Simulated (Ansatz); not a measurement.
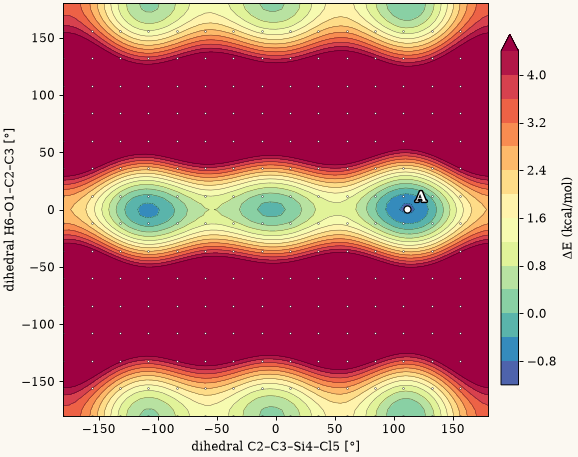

C₂H₅ClOSi, SMILES OC=C[SiH2]Cl. Coordinates scanned: (1) dihedral C2–C3–Si4–Cl5; (2) dihedral H6–O1–C2–C3. Nothing is relaxed (all other coordinates rigid). Grid: 15 × 15 points. Points are written as (first, second). Energies: kcal/mol, counted from the relaxed molecule at the same level. These are results of RKS r2SCAN-D4/def2-SVP (Ansatz 0.2.0), not measurements.

Drawn: filled contours, dots at the grid points, one colour for all values above the top of the scale, the well A. Between grid points the surface is interpolated.

Estimate the position of the minimum and the force constants in these coordinates. Take the well at A.

Answer. The interpolated minimum is at dihedral C2–C3–Si4–Cl5 ≈ 111°, dihedral H6–O1–C2–C3 ≈ 1°. The curvatures there are about 0.43 eV/rad² and 0.73 eV/rad², with a cross term of about 0.03 eV/rad². Round the minimum the two coordinates are nearly uncoupled. (1 eV is 23.1 kcal/mol.)
